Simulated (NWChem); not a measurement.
**the pair BPH6···BH2OF: a chain of runs**

Aim: the energy (singlet B2PH8OF, MP2/pcseg-1), then the energy (singlet BPH6, MP2/pcseg-1), then the energy (singlet BH2OF, MP2/pcseg-1), then the energy (singlet BPH6, MP2/pcseg-1), then the energy (singlet BH2OF, MP2/pcseg-1) of B2FH8OP and its partners. 

The results are computed with NWChem 7.3.0.

**1. The system as given**

B2PH8OF: 13 atoms, total charge 0, spin state singlet. The two molecules were placed rigidly side by side, at 1.3 times their contact distance; the pair isn't optimised.

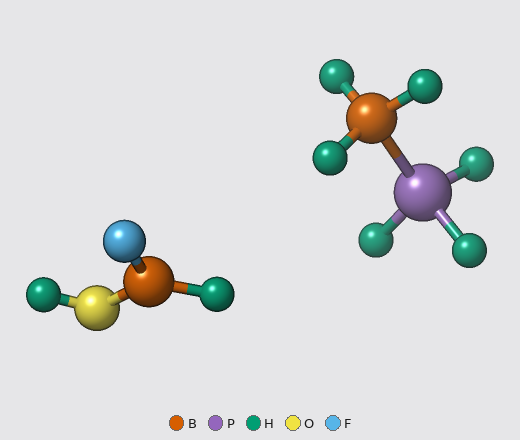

Viewed from a chosen angle; boron orange, phosphorus purple, hydrogen teal, oxygen yellow, fluorine blue.

**2. A single-point energy at MP2/pcseg-1 (run 1)**

a.nw

```
start a
memory total 2200 mb
geometry units angstroms noautosym nocenter noautoz
B    -0.567630    0.234340   -0.907030
P     0.422380   -0.174460    0.674670
H    -1.704920    0.350240   -0.513130
H    -0.379320   -0.723060   -1.621020
H    -0.067020    1.261340   -1.302930
H     0.407280    0.762840    1.725780
H     1.811580   -0.373160    0.554080
H     0.077680   -1.338060    1.389580
O    -5.826150   -1.586220    0.944770
B    -5.559460   -0.318330    0.586390
F    -6.314720    0.295680   -0.322840
H    -6.584680   -1.962460    0.485980
H    -4.644450    0.263120    1.081430
end
basis spherical bse
B library pcseg-1
P library pcseg-1
H library pcseg-1
O library pcseg-1
F library pcseg-1
end
scf
thresh 1e-08
maxiter 80
print low
end
mp2
freeze core 9
tight
end
task mp2 energy
```

Run with:

```console
nwchem a.nw > a.out
```

The program printed:

```text
[...]
  functions       =   114
[...]
  wavefunction    = RHF
[...]
         Total SCF energy =   -569.050559906841
      One-electron energy =  -1137.309659671841
      Two-electron energy =    391.027924463090
 Nuclear repulsion energy =    177.231175301910
        Time for solution =     27.8s
[...]
          Total MP2 energy          -569.741382552308
[...]
```

Wall time 35 s (1 thread of Intel Xeon Platinum 8259CL at 2.50GHz (Skylake/Cascade Lake), shared host); peak memory 0.42 GiB.

**3. BPH6: a single-point energy at MP2/pcseg-1 (run 2)**

bh6p.nw

```
start bh6p
memory total 2200 mb

geometry units angstrom noautosym nocenter noautoz
B    -0.567630    0.234340   -0.907030
P     0.422380   -0.174460    0.674670
H    -1.704920    0.350240   -0.513130
H    -0.379320   -0.723060   -1.621020
H    -0.067020    1.261340   -1.302930
H     0.407280    0.762840    1.725780
H     1.811580   -0.373160    0.554080
H     0.077680   -1.338060    1.389580
end

basis spherical bse
* library pcseg-1
end

scf
singlet
rhf
thresh 1e-08
maxiter 80
print low
end

mp2
freeze core 6
tight
end

task mp2
```

Run with:

```console
nwchem bh6p.nw > bh6p.out
```

The program printed:

```text
[...]
  functions       =    62
[...]
  wavefunction    = RHF
[...]
         Total SCF energy =   -368.841640956063
      One-electron energy =   -625.795715716143
      Two-electron energy =    197.409640107109
 Nuclear repulsion energy =     59.544434652972
        Time for solution =      6.8s
[...]
          Total MP2 energy          -369.078140198170
[...]
```

Wall time 9.3 s (1 thread of Intel Xeon Platinum 8259CL at 2.50GHz (Skylake/Cascade Lake), shared host); peak memory 0.12 GiB.

**4. BH2OF: a single-point energy at MP2/pcseg-1 (run 3)**

a.nw

```
start a
title "BFH2O"
memory stack 880 mb heap 220 mb global 1100 mb

geometry noautosym nocenter noautoz
  O    -5.826150   -1.586220    0.944770
  B    -5.559460   -0.318330    0.586390
  F    -6.314720    0.295680   -0.322840
  H    -6.584680   -1.962460    0.485980
  H    -4.644450    0.263120    1.081430
end

basis spherical bse
  O library pcseg-1
  B library pcseg-1
  F library pcseg-1
  H library pcseg-1
end

scf
  singlet
  rhf
  thresh 1e-08
  maxiter 80
  noprint "final vectors analysis"
end

mp2
  freeze core 3
  tight
end

task mp2 energy
```

Run with:

```console
nwchem a.nw > a.out
```

The program printed:

```text
[...]
  functions       =    52
[...]
  wavefunction    = RHF
[...]
         Total SCF energy =   -200.208554391106
      One-electron energy =   -404.534953401591
      Two-electron energy =    140.050633413111
 Nuclear repulsion energy =     64.275765597374
        Time for solution =      4.4s
[...]
          Total MP2 energy          -200.662649212842
[...]
```

It took 5.7 s on 1 thread of Intel Xeon Platinum 8259CL at 2.50GHz (Skylake/Cascade Lake), shared host; peak memory 0.12 GiB.

**5. BPH6 among ghost functions: the energy at MP2/pcseg-1 (with ghost functions) (run 4)**

work.nw

```
start work
title "BH6P energy"
memory total 2200 mb

geometry units angstrom noautosym nocenter noautoz
   B       -0.567630       0.234340      -0.907030
   P        0.422380      -0.174460       0.674670
   H       -1.704920       0.350240      -0.513130
   H       -0.379320      -0.723060      -1.621020
   H       -0.067020       1.261340      -1.302930
   H        0.407280       0.762840       1.725780
   H        1.811580      -0.373160       0.554080
   H        0.077680      -1.338060       1.389580
   bqO     -5.826150    -1.586220     0.944770
   bqB     -5.559460    -0.318330     0.586390
   bqF     -6.314720     0.295680    -0.322840
   bqH     -6.584680    -1.962460     0.485980
   bqH     -4.644450     0.263120     1.081430
end

basis spherical bse
   B library pcseg-1
   P library pcseg-1
   H library pcseg-1
   bqO library O pcseg-1
   bqB library B pcseg-1
   bqF library F pcseg-1
   bqH library H pcseg-1
end

scf
   thresh 1e-08
   maxiter 80
   print low
end

mp2
   freeze core 6
   tight
end

task mp2 energy
```

Run with:

```console
nwchem work.nw > work.out
```

The program printed:

```text
[...]
  functions       =   114
[...]
  wavefunction    = RHF
[...]
         Total SCF energy =   -368.841654043596
      One-electron energy =   -625.796290526135
      Two-electron energy =    197.410201829568
 Nuclear repulsion energy =     59.544434652972
        Time for solution =     20.4s
[...]
          Total MP2 energy          -369.078196072435
[...]
```

Wall time 27 s (1 thread of Intel Xeon Platinum 8259CL at 2.50GHz (Skylake/Cascade Lake), shared host); peak memory 0.26 GiB.

**6. BH2OF among ghost functions: a single-point energy at MP2/pcseg-1 (with ghost functions) (run 5)**

work.nw

```
start work
title "BFH2O energy"
memory stack 880 mb heap 220 mb global 1100 mb

geometry units angstroms noautosym nocenter noautoz
   O     -5.826150    -1.586220     0.944770
   B     -5.559460    -0.318330     0.586390
   F     -6.314720     0.295680    -0.322840
   H     -6.584680    -1.962460     0.485980
   H     -4.644450     0.263120     1.081430
   bqB     -0.567630     0.234340    -0.907030
   bqP      0.422380    -0.174460     0.674670
   bqH     -1.704920     0.350240    -0.513130
   bqH     -0.379320    -0.723060    -1.621020
   bqH     -0.067020     1.261340    -1.302930
   bqH      0.407280     0.762840     1.725780
   bqH      1.811580    -0.373160     0.554080
   bqH      0.077680    -1.338060     1.389580
end

basis "ao basis" spherical bse
   O library pcseg-1
   B library pcseg-1
   F library pcseg-1
   H library pcseg-1
   bqB library B pcseg-1
   bqP library P pcseg-1
   bqH library H pcseg-1
end

scf
   thresh 1e-08
   maxiter 80
   print low
end

mp2
   freeze core 3
   tight
end

task mp2 energy
```

Run with:

```console
nwchem work.nw > work.out
```

The program printed:

```text
[...]
  functions       =   114
[...]
  wavefunction    = RHF
[...]
         Total SCF energy =   -200.208569567565
      One-electron energy =   -404.535181624816
      Two-electron energy =    140.050846459877
 Nuclear repulsion energy =     64.275765597374
        Time for solution =     16.4s
[...]
          Total MP2 energy          -200.662727642396
[...]
```

Run time: 25 s. Hardware: 1 thread of Intel Xeon Platinum 8259CL at 2.50GHz (Skylake/Cascade Lake), shared host; peak memory 0.31 GiB.

**7. Results**

| quantity | value |
| --- | --- |
| run 1, MP2/pcseg-1: total energy | -569.74138 Eh |
| run 1, MP2/pcseg-1: correlation energy (9 core orbitals frozen) | -690.8 mEh |
| BPH6: total energy | -369.07814 Eh |
| BPH6: correlation energy (6 core orbitals frozen) | -236.5 mEh |
| BH2OF: total energy | -200.66265 Eh |
| BH2OF: correlation energy (3 core orbitals frozen) | -454.1 mEh |
| BPH6 among ghost functions: total energy | -369.07820 Eh |
| BPH6 among ghost functions: correlation energy (6 core orbitals frozen) | -236.5 mEh |
| BH2OF among ghost functions: total energy | -200.66273 Eh |
| BH2OF among ghost functions: correlation energy (3 core orbitals frozen) | -454.2 mEh |
| interaction energy of the rigid parts BPH6 and BH2OF (parts in their own basis; closest atoms 3.35 Å apart) | -0.016 eV |
| interaction energy of the rigid parts BPH6 and BH2OF (parts in the whole basis, counterpoise; closest atoms 3.35 Å apart) | -0.012 eV |

In words: The interaction energy of the rigid parts BPH6 and BH2OF (parts in their own basis; closest atoms 3.35 Å apart) is −0.02 eV (−1.6 kJ/mol). Without counterpoise this holds the superposition error of the basis. The interaction energy of the rigid parts BPH6 and BH2OF (parts in the whole basis, counterpoise; closest atoms 3.35 Å apart) is −0.01 eV (−1.2 kJ/mol). The basis-set superposition error is 0.4 kJ/mol. Mulliken charges (BH2OF) run from -0.46 on O1 to +0.68 on B2.
